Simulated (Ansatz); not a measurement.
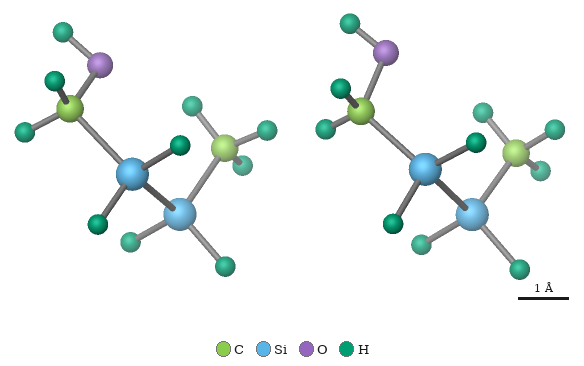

Two geometries of C₂H₁₀OSi₂, drawn at one scale. One is the start of a relaxation, the other its converged end. A ball-and-stick model, seen from a free direction.

Level of theory: RKS r2SCAN-D4/STO-3G (Ansatz). Set-up: no spin polarisation; force threshold 0.02 eV/Å; at most 40 steps.

Q: Which geometry has the lower energy?

A: The left one is the relaxed one. The run prepares the start of a later molecular dynamics calculation, from a guessed geometry. The energy falls by 1.145 eV in 11 geometry steps. The largest force component goes from 6.1 to 0.0043 eV/Å. The O atom moves most after the best rigid fit: 0.36 Å. Largest moves by element: O 0.36 Å, H 0.34 Å, C 0.11 Å, Si 0.10 Å. Among the contacts that change: C–H 1.011 → 1.113 Å, C–Si 1.779 → 1.877 Å, H–Si 1.525 → 1.449 Å, H–O 0.952 → 1.027 Å. Among the angles between lasting bonds that change: O–C–H 100.9° → 111.5°, C–Si–H 116.1° → 108.5°, Si–C–H 116.6° → 109.7°. The run took of the order of 40 core-seconds on a shared host.

Limits of the set-up: STO-3G is a minimal basis, so the numbers are rough.
